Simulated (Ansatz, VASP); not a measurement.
**LiCaSc in two plane-wave programs**

One calculation is typed for both programs; each brings its own data sets. How far apart do they land? The cell is invented: other elements were put on sites of a known structure type. It may not be a known or stable phase. The cell is taken from a series of VASP runs on this material, whose earlier steps may have relaxed, scaled or displaced it; both programs get it as it stands. Valence electrons are named where the data sets of a main pair hold unlike numbers.

Main program and level: Ansatz 0.2.0; plane waves, with VASP 6.6.1 beside it; band structure at LDA.

### Step 1. Set-up

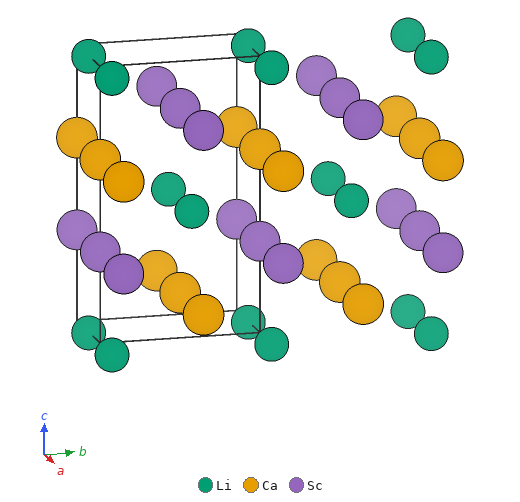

The cell as given, slightly off an axis (lithium teal, calcium orange, scandium purple). 2×2×1 cells are drawn. This picture shows the conventional cell, with its axes. Some periodic images of atoms are drawn too.

### Step 2. VASP: band structure, LDA

A single point gives forces, pressure and levels at one fixed geometry, so differences don't come from the geometry; what else differs is listed under the comparison.

Lines of VASP's logs that name or quote its potential files are left out, and so is its time.

INCAR

```
SYSTEM = LiCaSc
PREC = Accurate
ENCUT = 650
EDIFF = 1E-06
NELM = 100
ISMEAR = 1
SIGMA = 0.2
LREAL = .FALSE.
ALGO = Normal
GGA = CA
LORBIT = 11
LWAVE = .FALSE.
LCHARG = .FALSE.
```

POSCAR

```
LiCaSc
1.0
    2.9893830329      0.0000000000      0.0000000000
    0.0000000000      2.7160525077      4.6975904837
    0.0000000000     -2.7160525077      4.6975904837
Li Ca Sc
1 1 1
Direct
    0.5000000000      0.9972157744      0.9972157744
    0.0000000000      0.6633069063      0.6633069063
    0.0000000000      0.3297820362      0.3297820362
```

KPOINTS

```
Automatic mesh
0
Gamma
8 5 5
0 0 0
```

KPOINTS_OPT

```
Line mode
16
Line-mode
Reciprocal
  0.00000000   0.00000000   0.00000000 GAMMA
  0.00000000   0.33357301  -0.33357301 X

  0.00000000   0.33357301  -0.33357301 X
  0.00000000   0.00000000  -0.50000000 S

  0.00000000   0.00000000  -0.50000000 S
 -0.50000000   0.00000000  -0.50000000 R

 -0.50000000   0.00000000  -0.50000000 R
 -0.50000000   0.33357301  -0.33357301 A

 -0.50000000   0.33357301  -0.33357301 A
 -0.50000000   0.00000000   0.00000000 Z

 -0.50000000   0.00000000   0.00000000 Z
  0.00000000   0.00000000   0.00000000 GAMMA

  0.00000000   0.00000000   0.00000000 GAMMA
  0.00000000  -0.50000000  -0.50000000 Y

  0.00000000  -0.50000000  -0.50000000 Y
  0.00000000  -0.33357301  -0.66642699 X1

  0.00000000  -0.33357301  -0.66642699 X1
 -0.50000000  -0.33357301  -0.66642699 A1

 -0.50000000  -0.33357301  -0.66642699 A1
 -0.50000000  -0.50000000  -0.50000000 T

 -0.50000000  -0.50000000  -0.50000000 T
  0.00000000  -0.50000000  -0.50000000 Y

 -0.50000000   0.00000000   0.00000000 Z
 -0.50000000  -0.50000000  -0.50000000 T
```

The projector-augmented-wave data sets are Li_sv, Ca_sv and Sc_sv (LDA family, release 64).

Launch:

```
$ mpirun -np 1 vasp_std
```

Numbers of over 12 decimals in the logs are rounded to 6 here.

The program printed:

```text
[banner, memory and clock lines left out]
running    1 mpi-ranks, on    1 nodes
 distrk:  each k-point on    1 cores,    1 groups
 distr:  one band on    1 cores,    1 groups

 POSCAR found type information on POSCAR LiCaSc
 POSCAR found :  3 types and       3 ions
 LDA part: xc-table for (Slater(with rela. corr.)+CA(PZ))
 , standard interpolation
 POSCAR, INCAR and KPOINTS ok, starting setup
 FFT: planning ... GRIDC
 FFT: planning ... GRID_SOFT
 FFT: planning ... GRID
 WAVECAR not read
 entering main loop
       N       E                     dE             d eps       ncg     rms          rms(c)
DAV:   1     0.328987531831E+03    0.32899E+03   -0.13397E+04  1440   0.176E+03
DAV:   2     0.849975158984E+01   -0.32049E+03   -0.31795E+03  1880   0.526E+02
DAV:   3    -0.906408477523E+01   -0.17564E+02   -0.17427E+02  2536   0.133E+02
DAV:   4    -0.115056738457E+02   -0.24416E+01   -0.24359E+01  2520   0.276E+01
DAV:   5    -0.117309959457E+02   -0.22532E+00   -0.22522E+00  2128   0.919E+00    0.628E+00
DAV:   6    -0.103105843957E+02    0.14204E+01   -0.22128E+01  2192   0.270E+01    0.415E+00
DAV:   7    -0.993844759043E+01    0.37214E+00   -0.38955E+00  2520   0.134E+01    0.190E+00
DAV:   8    -0.989933783927E+01    0.39110E-01   -0.94930E-01  2112   0.744E+00    0.115E+00
DAV:   9    -0.986793112331E+01    0.31407E-01   -0.33739E-01  2144   0.411E+00    0.256E-01
DAV:  10    -0.986667811146E+01    0.12530E-02   -0.21106E-02  2504   0.904E-01    0.982E-02
DAV:  11    -0.986652382220E+01    0.15429E-03   -0.53682E-03  2144   0.461E-01    0.752E-02
DAV:  12    -0.986638625574E+01    0.13757E-03   -0.10777E-03  2088   0.238E-01    0.116E-02
DAV:  13    -0.986638734073E+01   -0.10850E-05   -0.17945E-05  2432   0.320E-02    0.376E-03
DAV:  14    -0.986638707537E+01    0.26536E-06   -0.10347E-06  1408   0.818E-03
   1 F= -.98663871E+01 E0= -.98663456E+01  d E =-.124399E-03
 Start KPOINTS_OPT (optional k-point list driver)
k-point batch [1-45\192]
       N       E                     dE             ncg
DAV:   1    -0.824395172510E+04   -0.28308E+05     1440
DAV:   2    -0.225717205934E+05   -0.14328E+05     1624
DAV:   3    -0.234572230379E+05   -0.88550E+03     2552
DAV:   4    -0.235822113507E+05   -0.12499E+03     2560
DAV:   5    -0.235923437686E+05   -0.10132E+02     2088
DAV:   6    -0.235930774283E+05   -0.73366E+00     2352
DAV:   7    -0.235930857911E+05   -0.83628E-02     2168
DAV:   8    -0.235930860331E+05   -0.24198E-03     2304
DAV:   9    -0.235930860384E+05   -0.53819E-05     1824
DAV:  10    -0.235930860388E+05   -0.33209E-06     1424
[...]
k-point batch [181-192\192]
       N       E                     dE             ncg
DAV:   1     0.281037662073E+05   -0.14867E+05      384
DAV:   2     0.243124574142E+05   -0.37913E+04      448
DAV:   3     0.240996933527E+05   -0.21276E+03      664
DAV:   4     0.240693449270E+05   -0.30348E+02      696
DAV:   5     0.240662985547E+05   -0.30464E+01      568
DAV:   6     0.240659945385E+05   -0.30402E+00      672
DAV:   7     0.240659904671E+05   -0.40715E-02      544
DAV:   8     0.240659902608E+05   -0.20624E-03      672
DAV:   9     0.240659902562E+05   -0.46351E-05      536
DAV:  10     0.240659902560E+05   -0.22723E-06      448
```

OUTCAR, selected parts (step 2):

```text
ion  position               nearest neighbor table
   1  0.500  0.997  0.997-
   2  0.000  0.663  0.663-   3 3.13   3 3.13   3 3.13
   3  0.000  0.330  0.330-   2 3.13   2 3.13   2 3.13

  LATTYP: Found a base centered orthorhombic cell.
 ALAT       =     5.4321050154
 B/A-ratio  =     1.7295654154
 C/A-ratio  =     0.5503176070

 Subroutine GETGRP returns: Found  4 space group operations
 (whereof  4 operations were pure point group operations)

The static configuration has the point symmetry C_2v.

 Found     45 irreducible k-points:

   k-points           NKPTS =     45   k-points in BZ     NKDIM =     45   number of bands    NBANDS=     16

   dimension x,y,z NGX =    28 NGY =   48 NGZ =   48
   dimension x,y,z NGXF=    56 NGYF=   96 NGZF=   96

   ENCUT  =  650.0 eV  47.77 Ry    6.91 a.u.   6.21 11.28 11.28*2*pi/ulx,y,z

   NELECT =      24.0000    total number of electrons

 k-points in reciprocal lattice and weights: Automatic mesh
   0.00000000  0.00000000  0.00000000       0.005
   0.12500000  0.00000000  0.00000000       0.010
   0.25000000  0.00000000  0.00000000       0.010
   0.37500000  0.00000000  0.00000000       0.010
   0.50000000  0.00000000  0.00000000       0.005
   0.00000000  0.20000000  0.00000000       0.020
   0.12500000  0.20000000  0.00000000       0.040
   0.25000000  0.20000000  0.00000000       0.040
   0.37500000  0.20000000  0.00000000       0.040
[...]
0.37500000 -0.40000000  0.40000000       0.020
   0.50000000 -0.40000000  0.40000000       0.010

 average (electrostatic) potential at core
       1 -65.3886       2 -47.2904       3 -48.7609

 E-fermi :   2.4098

 k-point     1 :       0.0000    0.0000    0.0000
  band No.  band energies     occupation
    ...
      9     -19.3354      2.00000
     10      -1.8879      2.00000
     11       2.1374      2.06615
     12       2.1448      2.06822
     13       2.1724      2.07044
     14       3.1421     -0.00000
     15       3.1448     -0.00000
     16       3.2259     -0.00000

 k-point     2 :       0.1250    0.0000    0.0000
  band No.  band energies     occupation
    ...
      9     -19.4696      2.00000
     10      -1.5932      2.00000
     11       2.2893      1.84188
     12       2.2963      1.80966
     13       2.4712      0.50620
     14       3.0591     -0.00004
     15       3.0606     -0.00004
     16       3.6915     -0.00000

 k-point     3 :       0.2500    0.0000    0.0000
  band No.  band energies     occupation
    ...
      6     -25.6874      2.00000
      7     -19.7829      2.00000
      8     -19.6916      2.00000
      9     -19.6910      2.00000
     10      -0.7846      2.00000
     11       2.6841     -0.06550
     12       2.6848     -0.06527
     13       2.7601     -0.03273
     14       2.7656     -0.03047
     15       3.1008     -0.00001
    ...

  Total       -0.0171439     -0.0080558     -0.0116390      0.0000000      0.0000000      0.0000000
  in kB       -0.3600775     -0.1691969     -0.2444573      0.0000000      0.0000000      0.0000000
  external PRESSURE =      -0.2579105 kB  Pullay stress =       0.0000000 kB

  energy-cutoff  :      650.00
  volume of cell :       76.28
      direct lattice vectors                 reciprocal lattice vectors
     2.989383033  0.000000000  0.000000000     0.334517186  0.000000000  0.000000000
     0.000000000  2.716052508  4.697590484     0.000000000  0.184090697  0.106437545
     0.000000000 -2.716052508  4.697590484     0.000000000 -0.184090697  0.106437545

 POSITION                                       TOTAL-FORCE (eV/Angst)
 -----------------------------------------------------------------------------------
      1.49469      0.00000      9.36902         0.000000      0.000000     -0.005954
      0.00000      0.00000      6.23189         0.000000      0.000000      0.003943
      0.00000      0.00000      3.09836         0.000000      0.000000      0.002011
 -----------------------------------------------------------------------------------
    total drift:                               -0.000000     -0.000000     -0.000016

  FREE ENERGIE OF THE ION-ELECTRON SYSTEM (eV)
  ---------------------------------------------------
  free  energy   TOTEN  =        -9.8663870754 eV

  energy  without entropy=       -9.8662626760  energy(sigma->0) =       -9.86634561

 total charge
# of ion       s       p       d       tot
------------------------------------------
    1        2.030   0.056   0.000   2.086
    2        2.100   5.821   0.305   8.226
    3        2.291   6.057   1.047   9.395
--------------------------------------------------
tot          6.421  11.934   1.353  19.708

[... 3 further parts left out ...]
```

Within 0.02 Å the cell has space group P-6m2; at a tight tolerance a small distortion makes it Amm2.

### Step 3. Ansatz: band structure, LDA

Ansatz runs on its default PAW (the set named soft_2) files.

The same cell, functional (in two slightly different forms), mesh and smearing now go to Ansatz, which takes its cutoff from its data sets.

input.yaml

```yaml
crystal:
  lattice:
    - [2.9893830329, 0.0, 0.0]
    - [0.0, 2.7160525077, 4.6975904837]
    - [0.0, -2.7160525077, 4.6975904837]
  atoms:
    - { symbol: Li, position: [0.5, 0.9972157744, 0.9972157744] }
    - { symbol: Ca, position: [0.0, 0.6633069063, 0.6633069063] }
    - { symbol: Sc, position: [0.0, 0.3297820362, 0.3297820362] }
hamiltonian:
  xc: lda
  pseudopotentials: { kind: paw }
kpoints:
  mp_grid: { grid: [8, 5, 5] }
  band_path:
    path:
      - [0.0, 0.0, 0.0]
      - [0.0, 0.13343, -0.13343]
      - [0.0, 0.2891, -0.2891]
      - [0.0, 0.26686, -0.36686]
      - [0.0, 0.11119, -0.44452]
      - [0.0, 0.0, -0.5]
      - [-0.23333, 0.0, -0.5]
      - [-0.46667, 0.0, -0.5]
      - [-0.5, 0.08895, -0.45562]
      - [-0.5, 0.24462, -0.37795]
      - [-0.5, 0.31133, -0.31133]
      - [-0.5, 0.15567, -0.15567]
      - [-0.5, 0.0, 0.0]
      - [-0.33333, 0.0, 0.0]
      - [-0.1, 0.0, 0.0]
      - [0.0, -0.06667, -0.06667]
      - [0.0, -0.3, -0.3]
      - [0.0, -0.5, -0.5]
      - [0.0, -0.43343, -0.56657]
      - [0.0, -0.35576, -0.64424]
      - [-0.1, -0.33357, -0.66643]
      - [-0.33333, -0.33357, -0.66643]
      - [-0.5, -0.33357, -0.66643]
      - [-0.5, -0.41124, -0.58876]
      - [-0.5, -0.4889, -0.5111]
      - [-0.36667, -0.5, -0.5]
      - [-0.13333, -0.5, -0.5]
      - [-0.5, -0.03333, -0.03333]
      - [-0.5, -0.26667, -0.26667]
      - [-0.5, -0.5, -0.5]
    npoints: 1
scf:
  occupations: { method: methfessel_paxton, width: 0.2 }
  n_extra_bands: 7
output:
  forces: true
  stress: true
  eigenvalues: true
```

Launch:

```
$ ansatz run input.yaml --threads 2 --pin off --max-ram 4608MiB --backend cpu --events-out ev --progress --plain --runs-dir out
```

The program printed:

```text
scf.n_extra_bands = 7 over 12 filled bands (N_el = 24.0): the run solves 19 bands
Engine: ansatz 0.2.0, aarch64-unknown-linux-gnu
Pseudopotentials: kind: paw
Pseudopotential: Li, paw, valence charge 3, recommended cutoff 420 eV (normal), Li.paw.azcp
Pseudopotential: Ca, paw, valence charge 10, recommended cutoff 420 eV (normal), Ca.paw.azcp
Pseudopotential: Sc, paw, valence charge 11, recommended cutoff 420 eV (normal), Sc.paw.azcp
Functional definition: SPW92
  exchange = slater_x
  correlation = pw_c
Crystal: 3 atoms, lattice volume = 76.282 Å³
Basis set: ecut = 420 eV, 1491 PW (Γ)
Bands: 19, of which v1, the nominal top of the filled ones, is band 12 counted from 1 (11 counted from 0)
Symmetry: 4 space group operations
Space group: Amm2 (ITA 38), of the structure as read, at distance tolerance 4.2e-5 Å
k-points: 45 of 200 (time reversal used)
Non-local potential: Li, projectors of the file, l = 0: 3, l = 1: 2, l = 2: 1
Non-local potential: Ca, projectors of the file, l = 0: 3, l = 1: 2, l = 2: 2
Non-local potential: Sc, projectors of the file, l = 0: 3, l = 1: 2, l = 2: 3, l = 3: 1
PAW form: soft (Blöchl's): semilocal exchange-correlation on the pseudo side does not see the compensation charge
PAW frozen core: Ca, regenerated for the run's functional, and the local potential with it (the file was generated under x = pbe(κ = 0.804, μ = 0.219515), c = pbe(β = 0.066725))
PAW frozen core: Sc, regenerated for the run's functional, and the local potential with it (the file was generated under x = pbe(κ = 0.804, μ = 0.219515), c = pbe(β = 0.066725))
PAW one-centre angular grid: Li, 110 points (default); XC on 64 Gauss nodes
PAW one-centre angular grid: Ca, 110 points (default); XC on 64 Gauss nodes
PAW one-centre angular grid: Sc, 590 points (default); XC on 64 Gauss nodes
Initial density: superposition of atomic densities (neutral atoms: chi_scale 0, normalization atom), corrected by the library's trained network
Initial wavefunctions: pseudopotential atomic-orbital guess
Functional: x = slater, c = lda
SCF iter   1: F=—  HF=-4062.161229 eV  |F-HF|=—  |Δ(HF+E_count)|=         —  Δρ=6.35e-3  dr2=6.19e-2  ethr=1.77e-3  ⟨swp⟩=6.5  Hψ=4836  notcnv=0
preconditioner: auto → none  [metal: Δε(μ)=0.018 eV  Ē_g=2.944 eV  σ=0.200 eV  W_gap=0.08  n_scr=8 (ndim 8)  ℏωp=10.4 eV  f_vac=0.000  D(μ)=3.49/eV (n_scr^D=32)  sad-step TF]
SCF iter   2: F=—  HF=-4062.153679 eV  |F-HF|=—  |Δ(HF+E_count)|=   7.55e-3  S|Δr|=    0.00e0  Δρ=3.78e-3  dr2=2.71e-2  ethr=2.58e-4  ⟨swp⟩=1.0  Hψ=1215  notcnv=0
SCF iter   3: F=—  HF=-4062.150482 eV  |F-HF|=—  |Δ(HF+E_count)|=   3.20e-3  S|Δr|=    0.00e0  Δρ=2.13e-3  dr2=1.03e-2  ethr=1.13e-4  ⟨swp⟩=2.0  Hψ=972  notcnv=0
SCF iter   4: F=—  HF=-4062.149150 eV  |F-HF|=—  |Δ(HF+E_count)|=   1.33e-3  S|Δr|=    0.00e0  Δρ=7.24e-4  dr2=8.14e-4  ethr=4.28e-5  ⟨swp⟩=2.0  Hψ=980  notcnv=0
SCF iter   5: F=—  HF=-4062.148939 eV  |F-HF|=—  |Δ(HF+E_count)|=   2.11e-4  S|Δr|=    0.00e0  Δρ=2.40e-4  dr2=1.01e-4  ethr=3.39e-6  ⟨swp⟩=2.1  Hψ=980  notcnv=0
SCF iter   6: F=—  HF=-4062.148914 eV  |F-HF|=—  |Δ(HF+E_count)|=   2.50e-5  S|Δr|=    0.00e0  Δρ=6.67e-5  dr2=7.02e-6  ethr=4.21e-7  ⟨swp⟩=2.0  Hψ=962  notcnv=0
SCF iter   7: F=—  HF=-4062.148911 eV  |F-HF|=—  |Δ(HF+E_count)|=   3.18e-6  S|Δr|=    0.00e0  Δρ=1.95e-5  dr2=1.04e-6  ethr=2.93e-8  ⟨swp⟩=2.0  Hψ=1108  notcnv=0
SCF iter   8: F=-4062.148911 eV  HF=-4062.148911 eV  |F-HF|=3.90e-9  |Δ(HF+E_count)|=   2.41e-7  S|Δr|=    0.00e0  Δρ=5.60e-6  dr2=1.72e-8  ethr=4.17e-10  ⟨swp⟩=4.3  Hψ=3159  notcnv=0
SCF 1 converged in 8 iterations: F = -4062.148911 eV  dr2 = 1.72e-8
  greatest PAW one-centre occupation: 1.000 electrons in one spin orbital (limit 2), on the Li atom at site 0 (counted from 0), in its partial waves of l = 0
NSCF: frozen V_eff on 30 k-points
SCF converged after 8 iterations
Stability not checked: this state was not tested for a lower state beside it, because cold or Methfessel-Paxton smearing, or corrected tetrahedra, fill the levels in a way that the test cannot read (fill_not_monotonic; see scf.lower_state_search)
Free energy (F): -4062.148911 eV
Harris-Foulkes:  -4062.148911 eV  (|F-HF|=3.90e-9)
Internal energy: -4062.148592 eV  (E = F + TS)
E sigma→0 (E₀):  -4062.148831 eV
Entropy (-TS):   -0.000319 eV (-0.106 meV/atom)
Fermi energy:    5.909563 eV
--- Per-component energies (eV) ---
  E_band       = -438.249126
  E_kinetic    = 559.593361
  E_local      = -1956.597470  (includes V_loc(G=0)·N_el)
  E_nonlocal   = 122.853140
  E_hartree    = 670.602428
  E_xc         = -247.228643
  E_vxc        = -310.138099  (∫ρ·V_xc dr)
  E_paw        = -1745.193854  (= ΣΔE_a)
  E_vpaw       = -195.164949  (= ΣTr[D̂ρ^β])
  E_aug_tail   = 0.000016  (compensation charges beyond the density's cutoff)
  E_ewald      = -1466.765660
  E_core_change = 0.588089  (= ΣΔE_core)
  E_smearing   = -0.000319  (= −TS)
  E_closure    = 0.000000  (closes the sum)
  Σ components = -4062.148911   (vs F -4062.148911, Δ=0.00e0)
--- Forces (eV/Å), atoms counted from 1 ---
  atom   1  Li     0.00000000     0.00000000    -0.00594471
  atom   2  Ca     0.00000000     0.00000000     0.00383519
  atom   3  Sc     0.00000000     0.00000000     0.00208253
  max |Σ_I F_I| component: 2.70e-5 eV/Å
--- Stress (GPa, compression-positive) ---
       -0.043021       0.000000       0.000000
        0.000000      -0.010500       0.000000
        0.000000       0.000000      -0.018584
  P = ⅓ Tr σ = -0.0240 GPa (-0.240 kbar)
--- Band table (eV; the first three rows and the last of 45) ---
  k-point 0: bands = [... 8 lower, -15.8729, 1.6097, 5.6400, 5.6474, 5.6725, 6.6409, 6.6436, 6.7288, ... 3 higher]
  k-point 1: bands = [... 8 lower, -15.8729, 1.8896, 5.1424, 5.5699, 5.7867, 6.2167, 6.5756, 6.9939, ... 3 higher]
  k-point 2: bands = [... 8 lower, -15.8730, 2.6415, 4.0642, 5.2031, 6.0790, 6.1653, 6.4515, 7.0773, ... 3 higher]
  k-point 44: bands = [... 8 lower, -16.1696, 4.9829, 5.4061, 5.8772, 6.0974, 6.6694, 7.0461, 7.7075, ... 3 higher]
```

It took 4 s on 2 threads of Arm Neoverse V2, shared host; peak memory 0.38 GiB.

Reading the cycles: dr2 is the Hartree energy of the density residual (eV), the measure of convergence; HF is the Harris–Foulkes estimate of the energy, which meets the free energy F at convergence.

### Step 4. Differences

Known differences besides the potentials themselves: the two LDA forms differ slightly; the cutoff is 420 eV in Ansatz and 650 eV in VASP; VASP's log shows a relativistic correction to its local exchange, Ansatz's none. Total energies have different zeros and are not compared.

The two programs side by side:

```csv
quantity,Ansatz,VASP,difference
pressure (GPa),-0.02,-0.03,0.00
```

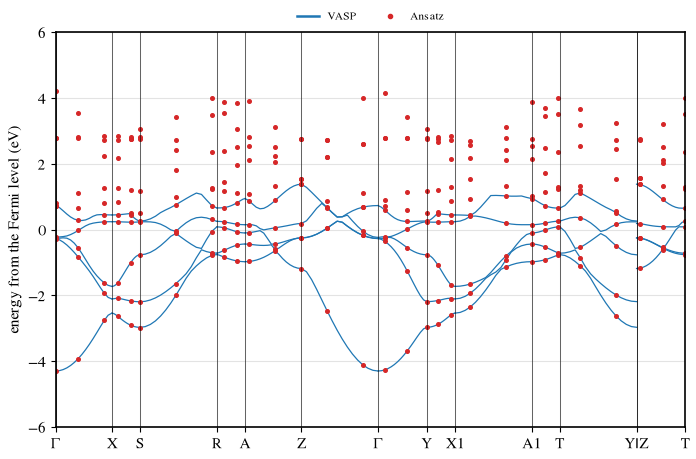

Bands from VASP (lines) and levels from Ansatz (dots). Dots without a line are higher empty bands that the VASP plot leaves out.

Levels from 3 eV below to 2 eV above the Fermi level differ by 3 meV r.m.s. and 9 meV at most; each VASP level is matched to the nearest of Ansatz, which flatters the figure a little.

### Step 5. Summary of results

| Quantity | Value |
| --- | --- |
| r.m.s. difference of levels near the Fermi level (band structure, LDA) | 3.1 meV |

The r.m.s. difference of levels near the Fermi level is 3.1 meV (band structure, LDA), within the 80 meV picked in this series as the mark of a large difference. Such differences can come from data sets, numerical settings and the points named under the comparisons, not from the functional's error against experiment.

[Lines on the potential files, build, host, timing and source positions are cut from VASP's logs without a mark.]

[Logs are printed without paths, hosts, clocks, repeated set-up lines and the standing remarks that a program may print on its own settings, such as how far it seeks lower states.]

[Hosts, paths, dates, database ids (printed as entryN), source tags and the programs' standing remarks are cut or masked in the printed files.]
